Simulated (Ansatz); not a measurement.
## Run report: AlNH₄O₂, phonon calculation

System: AlNH₄O₂.
Method: RKS PBE-D4/def2-SVPD (Ansatz 0.2.0).

It belongs to a series of runs on one base structure; here: vibrations at the highest image of the band. Figures and captions count atoms from 1; the log counts them from 0 in places.

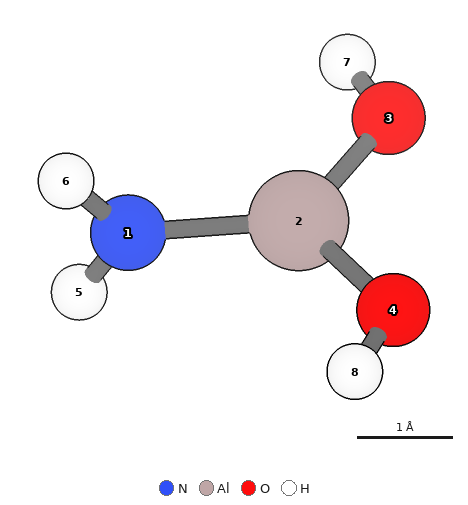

*The structure (ball-and-stick view, seen at a tilt; atoms are numbered from 1 in the order of the input). Sticks mark near contacts.*

Bond lengths as drawn: Al–N 1.80 Å, Al–O 1.73 Å, H–N 1.02 Å and H–O 0.97 Å.

**Input**
```yaml
crystal:
  periodic: [false, false, false]
  atoms:
    - { symbol: "N", position_ang: [-0.494292, 1.234643, 0.222613] }
    - { symbol: Al, position_ang: [0.174778, -0.408013, -0.081106] }
    - { symbol: O, position_ang: [1.823284, -0.730019, -0.48835] }
    - { symbol: O, position_ang: [-0.747913, -1.867277, -0.003107] }
    - { symbol: H, position_ang: [-0.898396, 1.844786, -0.487035] }
    - { symbol: H, position_ang: [-0.527107, 1.69703, 1.13051] }
    - { symbol: H, position_ang: [2.452126, 0.002339, -0.565446] }
    - { symbol: H, position_ang: [-1.690381, -1.830589, 0.216221] }
basis:
  gaussian: { orbitals: def2-SVPD }
hamiltonian:
  xc: pbe
  dispersion: d4
phonons: {}
```

Run on 2 threads of Arm Neoverse V1, 24 GiB of memory available, shared host.

Launched with:
```bash
ansatz run input.yaml --threads 2 --pin off --max-ram 3072MiB --backend cpu --events-out ev --progress --plain --runs-dir out
```

**What the program printed**
```
Engine: ansatz 0.2.0, aarch64-unknown-linux-gnu
Functional definition: PBE
  parameter kappa = 0.804
  parameter beta = 0.06672455060314922
  exchange = pbe_x(kappa = kappa, mu = beta*pi^2/3)
  correlation = pbe_c(beta = beta)
1030 factors; their error is unknown
mean field evaluation 1: about -12212.9569 eV, gradient 1.1e2 eV
mean field evaluation 2: about -12078.0304 eV, gradient 2.4e2 eV
mean field evaluation 4: about -12232.0828 eV, gradient 3.4e1 eV
mean field evaluation 8: about -12234.4456 eV, gradient 1.2e-1 eV
mean field evaluation 16: about -12234.3889 eV, gradient 1.2e-4 eV
mean field -12234.38885464 eV, -449.6054976413 hartree, gradient 3.6e-5 eV, S^2 0.000000; 0 other end points of the search recorded, 0 dependent functions left out
the calculation of the forces begins
reference -12234.38890361 eV, -449.6054994412 hartree; 20, 20 occupied and 102, 102 virtual orbitals, 1030 factors
these checks for a lower state are left out or cut short: stability, starts, cluster_reference, orbital_swaps, neighbouring_geometries, increment
1030 factors; their error is unknown
mean field -12234.38880526 eV, -449.6054958266 hartree, gradient 1.2e-6 eV, S^2 0.000000; 0 other end points of the search recorded, 0 dependent functions left out
[... from here on the field's lines of each further geometry are left out, up to the last ...]
the calculation of the forces begins
reference -12234.38889361 eV, -449.6054990736 hartree; 20, 20 occupied and 102, 102 virtual orbitals, 1030 factors
these checks for a lower state are left out or cut short: stability, starts, cluster_reference, orbital_swaps, neighbouring_geometries, increment
1030 factors; their error is unknown
mean field -12234.38884528 eV, -449.6054972973 hartree, gradient 1.3e-6 eV, S^2 0.000000; 0 other end points of the search recorded, 0 dependent functions left out
the calculation of the forces begins
reference -12234.38889425 eV, -449.6054990972 hartree; 20, 20 occupied and 102, 102 virtual orbitals, 1030 factors
WARN: phonons: modes at or below zero, which the zero-point energy, F, S and C_V leave out: 1, the lowest at -312.81 cm⁻¹. A minimum has none, and a first-order saddle one
Total energy: -12234.50690744 eV, -449.6098360019 hartree
Atom 0 at    -0.494292     1.234643     0.222613 Å, force    -0.000236     0.000325    -0.000479 eV/Å
Atom 1 at     0.174778    -0.408013    -0.081106 Å, force     0.000635    -0.000755     0.000182 eV/Å
Atom 2 at     1.823284    -0.730019    -0.488350 Å, force    -0.000707     0.000900     0.000276 eV/Å
Atom 3 at    -0.747913    -1.867277    -0.003107 Å, force     0.000001    -0.000097    -0.000248 eV/Å
Atom 4 at    -0.898396     1.844786    -0.487035 Å, force    -0.000078    -0.000072     0.000138 eV/Å
Atom 5 at    -0.527107     1.697030     1.130510 Å, force     0.000098     0.000056     0.000221 eV/Å
Atom 6 at     2.452126     0.002339    -0.565446 Å, force     0.000301    -0.000495    -0.000157 eV/Å
Atom 7 at    -1.690381    -1.830589     0.216221 Å, force    -0.000012     0.000138     0.000067 eV/Å
Dipole moment:    -0.255598     0.626755     0.115867 e Å
Vibrations: -312.81 157.39 224.75 233.04 251.48 386.37 418.95 617.88 623.34 631.25 675.57 854.76 879.99 1492.30 3517.36 3610.86 3823.26 3824.44 cm⁻¹, zero-point energy 1.377649 eV
```

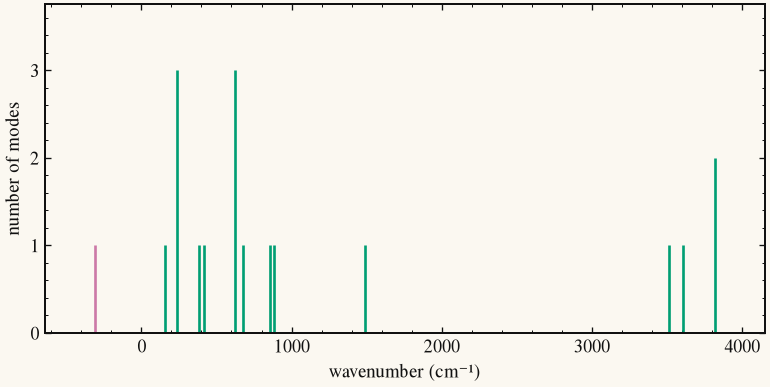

*Harmonic vibrational wavenumbers from the force constants; neighbouring modes closer than 19 cm⁻¹ are counted in one stick, and imaginary ones are drawn at negative wavenumbers.*

18 modes from 313i to 3824 cm⁻¹, 1 imaginary beyond 8i (313i cm⁻¹): a first-order saddle point, if the geometry is stationary.

**Results in brief**

| quantity | value |
| --- | --- |
| outcome | converged |
| total energy | −12234.5069 eV |
| mean-field energy | −12234.3889 eV |
| largest force (length of the vector) | 0.001 eV/Å |
| wall time | 53 s (CPU time 1.7 min) |
| peak memory | 0.14 GiB |
